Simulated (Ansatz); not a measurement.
BaTiO3 (P4mm): refractive index against wavelength

The refractive index of BaTiO3 (P4mm) along x below the direct gap (2.09 eV on the mesh) is read from one computed spectrum, n = √(Re ε). x, y and z are the Cartesian axes of the input cell.

Cell: a, b, c = 4.000, 4.000, 4.018 Å (primitive vectors), 5 atoms.

Method: Ansatz 0.2.0, PBE, independent particles, k-mesh 6×6×6 with interpolation inside its cells, Gaussian parameter 0.1 eV.

Launch of the response step: `ansatz run input.yaml --threads 4 --pin off --max-ram 8192MiB --backend cpu --events-out ev --progress --plain --runs-dir out`. The run took 26 s, on 4 threads of Intel(R) Xeon(R) 6975P-C (Granite Rapids), on a shared host.

| wavelength (nm) | photon energy E (eV) | n |
| --- | --- | --- |
| 3000 | 0.413 | 2.5938 |
| 2000 | 0.620 | 2.6048 |
| 1550 | 0.800 | 2.6185 |
| 1310 | 0.946 | 2.6328 |
| 1064 | 1.165 | ? |
| 850 | 1.459 | 2.7132 |

In the single-oscillator model n² − 1 = E₀E_d/(E₀² − E²), so 1/(n² − 1) = E₀/E_d − E²/(E₀E_d) is linear in E².

Working, on the rows shown:

| x = E² (eV²) | y = 1/(n² − 1) |
| --- | --- |
| 0.170801 | 0.174587 |
| 0.384302 | 0.172861 |
| 0.639837 | 0.170749 |
| 0.895757 | 0.168588 |
| 2.12762 | 0.157197 |

Means: x̄ = 0.84366, ȳ = 0.1688. Σ(x − x̄)(y − ȳ) = -0.02107, Σ(x − x̄)² = 2.357. Slope = -0.02107 / 2.357 = -0.008939; intercept = ȳ − slope · x̄ = 0.17634. Turned back into n, the line misses the rows shown by at most 0.0017.

Predict the last column of the withheld row from the fit.

At x = 1.3578 the line gives y = 0.1642, that is 2.6627. The run gave 2.6606, so the interpolation is off by 0.0021, 1.8 % of the range in the table.

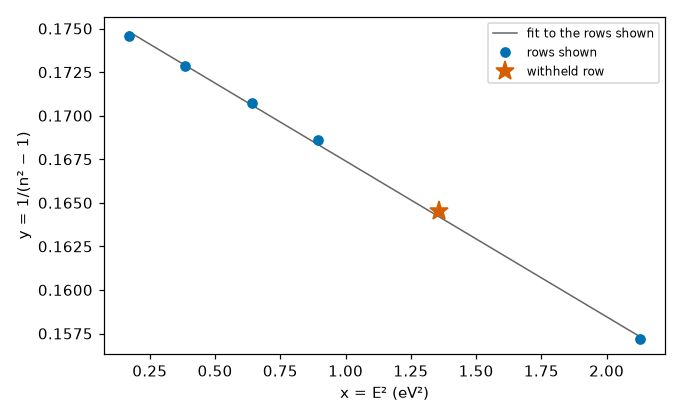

Refitted with all rows, the slope is -0.008888 and the intercept 0.17634. These give E₀ = √(intercept/−slope) = 4.45 eV and E_d = E₀/intercept = 25.3 eV; E₀ is 2.1 times the direct gap. The electronic limit at long wavelengths, without lattice vibrations, is n = √(1 + 1/intercept) = 2.583. The cell comes from an older database entry, whose edges can be off by a per cent or so. Excitons are left out and so are local fields; PBE gaps are as a rule too small. Spin-orbit coupling is left out.
